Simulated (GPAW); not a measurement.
# CaMoO4 (I4_1/a): G0W0 with GPAW, start to end, part 2 of 2

How does a plane-wave GW calculation on CaMoO4 (I4_1/a) run from the first input to the gap?

GPAW 26.7.0; LDA and many-body steps on it, plane waves. Known limits of the many-body steps: not at the basis limit; no spin-orbit coupling.

So far. Step 3 (Bands along the symmetry lines): The gap is 3.354 eV, as in the run before at this level. Step 4 (Empty states on the mesh, 4×4×4 mesh, 726 bands): On this mesh the gap is 3.354 eV.

### Step 5. Screening and self-energy, 4×4×4 mesh, 117 bands, screening to 48 eV

G0W0 replaces the xc potential by the self-energy, built once from these orbitals. Only a window of levels is corrected, while the sums run over the empty bands that the input names.

This step: G0W0 on LDA, plane waves, PAW.

run.py

```python
import json
import numpy as np
from gpaw.mpi import world
from gpaw.response.g0w0 import G0W0

gw = G0W0('full.gpw',
    filename='gw',
    kpts=[0],
    bands=(46, 50),
    ecut=48,
    nbands=117,
    integrate_gamma='WS',
    ppa=True)
gw.calculate()
res = {mode: {k: v for k, v in r.items() if k != 'sigma_eskwn'}
       for mode, r in gw.all_results.items()}

if world.rank == 0:
    with open('result.json', 'w') as f:
        json.dump(res, f, default=lambda x: x.tolist())
```

Run with:

```sh
$ mpirun -n 8 gpaw python run.py
```

Numbers of over 12 decimals in the logs are rounded to 6 here.

The log of the run:

```text
Using integrator: PointIntegrator
FrequencyGridDescriptor(from 0.000+0.000j to 0.000+27.211j eV, 2 points)
Nonperiodic BCs:  [False False False]
Using integrator: PointIntegrator
FrequencyGridDescriptor(from 0.000+0.000j to 0.000+27.211j eV, 2 points)
Nonperiodic BCs:  [False False False]
  ___  _ _ _
 |   || | | |
 | | || | | |
 |__ ||_____|
 |___|

BZ k-points: Symmetries present (total): 4

  [... matrices ...]
64 k-points: 4 x 4 x 4 Monkhorst-Pack grid + [1/8,1/8,1/8]
14 k-points in the irreducible part of the Brillouin zone
       k-points in crystal coordinates                weights
   0:     0.00000000    0.00000000    0.00000000          1/64
   1:     0.25000000   -0.25000000    0.00000000          4/64
   2:     0.25000000   -0.25000000    0.25000000          4/64
   3:     0.25000000    0.00000000    0.00000000          8/64
   4:     0.25000000    0.25000000   -0.25000000          2/64
   5:     0.25000000    0.25000000    0.25000000          2/64
   6:     0.50000000    0.00000000    0.25000000          8/64
   7:     0.50000000    0.00000000    0.50000000          4/64
   8:     0.50000000    0.25000000    0.00000000          8/64
   9:     0.50000000    0.25000000    0.25000000          8/64
          ...
  13:     0.50000000    0.50000000    0.50000000          1/64

Distributing spins, k-points and bands (1 x 1 x 4) over 8 processes
Number of blocks: 1

Quasi particle states:
k-points (IBZ indices): [0]
Band range: (46, 50)
  [... matrices ...]
Computational parameters:
Plane wave cut-off: 48 eV
Number of bands: 117
Coulomb cutoff: None
Broadening: 0.1 eV

fxc modes: GW
Kernel: RPA
Using Godby-Needs plasmon-pole approximation:
  Fitting energy: i*E0, E0 = 1.000 Hartree
Summing all q:

Calculating screened Coulomb potential
No Coulomb truncation
FrequencyGridDescriptor(from 0.000+0.000j to 0.000+27.211j eV, 2 points)
Removing empty qpoint cache files...

Calculating chi0 body with:
    Ground state adapter containing:
    Number of spins: 1
    Number of kpoints: 64
    Number of irreducible kpoints: 14
    Number of completely occupied states: 48
    Number of partially occupied states: 48
    Occupied states memory: 46.875 M / cpu

    Linear response parametrization:
    q_c: [0.0, 0.0, 0.0]
    Number of frequency points: 2
    Planewave cutoff: 48.0
    Number of bands: 117
    Number of planewaves: 107
    Broadening (eta): 1e-06
    comm.size: 8
    kncomm.size: 8
    blockcomm.size: 1

    Memory estimate of potentially large arrays:
        chi0_wGG: 0.349396 M / cpu
Integrating chi0 body.

Symmetries of q_c:
    Direct symmetries (Uq -> q): 4
    Indirect symmetries (TUq -> q): 4
In total 8 allowed symmetries.

  [... matrices ...]
14 groups of equivalent kpoints. 78.125% reduction.

Integral kind: response function
Integrating chi0 head and wings.

Symmetries of q_c:
    Direct symmetries (Uq -> q): 4
    Indirect symmetries (TUq -> q): 4
In total 8 allowed symmetries.

  [... matrices ...]
14 groups of equivalent kpoints. 78.125% reduction.

Integral kind: response function wings

Calculating chi0 body with:
    Ground state adapter containing:
    Number of spins: 1
    Number of kpoints: 64
    Number of irreducible kpoints: 14
    Number of completely occupied states: 48
    Number of partially occupied states: 48
    Occupied states memory: 46.875 M / cpu

    Linear response parametrization:
[... the further q-points ...]

Results:
f:      Occupation numbers
eps:     KS-eigenvalues [eV]
vxc:     KS vxc [eV]
exx:     Exact exchange [eV]
sigma:   Self-energies [eV]
dsigma:  Self-energy derivatives
Z:       Renormalization factors
qp:      QP-energies [eV]

k-point 0 (0): (0.000, 0.000, 0.000)                GW
band       f     eps     vxc     exx   sigma  dsigma       Z      qp
                                                                   GW
  46   1.000   3.598 -21.044 -25.769   4.703  -0.285   0.778   3.581
  47   1.000   3.598 -21.044 -25.769   4.703  -0.285   0.778   3.581
  48   0.000   6.952 -21.411 -15.270  -2.861  -0.221   0.819   9.638
  49   0.000   7.383 -21.859 -15.778  -2.726  -0.223   0.817  10.125
```

The job ended after 9 min (8 MPI ranks of Arm Neoverse V1, shared host; peak memory 7.2 GiB).

This step gave:

```yaml
g0w0_gap_on_the_points_computed: 6.057 eV
least_direct_g0w0_gap_on_the_computed_points: 6.057 eV
z_at_the_valence_top: 0.7782
z_at_the_conduction_bottom: 0.8188
starting_gap_on_the_mesh: 3.354 eV
k_of_the_valence_top: 0, 0, 0
k_of_the_conduction_bottom: 0, 0, 0
```

The gap on the mesh goes from 3.35 eV to 6.06 eV, a correction of +2.70 eV.

Limits: finite bands, cutoff and mesh; no spin-orbit coupling. v1 is the top filled band, c1 the lowest empty one. The levels before and after the correction (eV, zero at the valence-band top of each column):

```tsv
	conduction bottom	valence top
Kohn-Sham	3.35	0.00
G0W0	6.06	0.00
```

```tsv
	level	energy (eV)
Kohn-Sham	Γ v2-v1	0.000
Kohn-Sham	Γ c1	3.354
Kohn-Sham	Γ c2	3.785
G0W0	Γ v2-v1	0.000
G0W0	Γ c1	6.057
G0W0	Γ c2	6.544
```

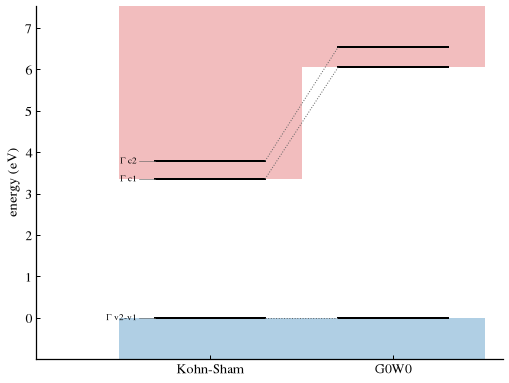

Levels before and after the correction. Shaded: valence and conduction bands.

### Step 6. Where the time went

Times are wall times on 8 MPI ranks of Arm Neoverse V1, shared host, good to a factor of about two.

```tsv
step	time	share	memory (GiB)
ground state	3.7 min	13 %	2.0
bands along the symmetry lines	5.3 min	19 %	3.0
empty states on the mesh	9.3 min	34 %	19
screening and self-energy	9 min	33 %	7.2
```

### Step 7. What came out

```yaml
lda_gap: 3.35 eV, direct
g0w0_gap_on_the_mesh: 6.06 eV
gw_settings: 4×4×4 mesh, 117 bands, screening to 48 eV, Godby-Needs plasmon pole
known_limits: not at the basis limit; no spin-orbit coupling
```

G0W0 moves the gap on the mesh from 3.35 eV to 6.06 eV (+2.70 eV), with Z of 0.78 and 0.82 at the edges. Only 1 of the mesh's irreducible points was corrected, so a valley elsewhere could overtake. Against experiment, by G0W0@LDA: the direct gap of 6.06 eV lies +1.56 eV from the measured 4.5 ± 0.05 eV (direct, 2017). An exciton line or allowed optical edge lies below the quasiparticle gap by the binding energy; a forbidden edge can push the onset above it. The calculation has static nuclei and no excitons; a measured gap holds zero-point and thermal motion, which mostly lowers it. A miss this large is more than these effects usually give: tightly bound excitons can cover part of it, absorption edges can read low, one-shot GW can overshoot, and the runs shown don't tell these apart. Bands and cutoff are finite, so the gap is not at the basis limit. The miss can reach some tenths of an eV and take either sign; the mesh is an error of its own. These stock PAW sets were not made for GW. In the G0W0 run levels were corrected at 1 k point alone, so a gap called «on the mesh» is the least over those, and an edge elsewhere would be missed. The many-body steps are scalar-relativistic: spin-orbit coupling is not in them.

[Paths, hosts, dates, memory and timing lines, banners, echoed tables and standing remarks are left out of the program output.]

[Logs are printed without paths, hosts, clocks, repeated set-up lines and the standing remarks that a program may print on its own settings, such as how far it seeks lower states.]

[Runs of the session that timed out or met a known fault of the program may be left out.]

[Hosts, paths, dates, database ids (printed as entryN), source tags and the programs' standing remarks are cut or masked in the printed files.]
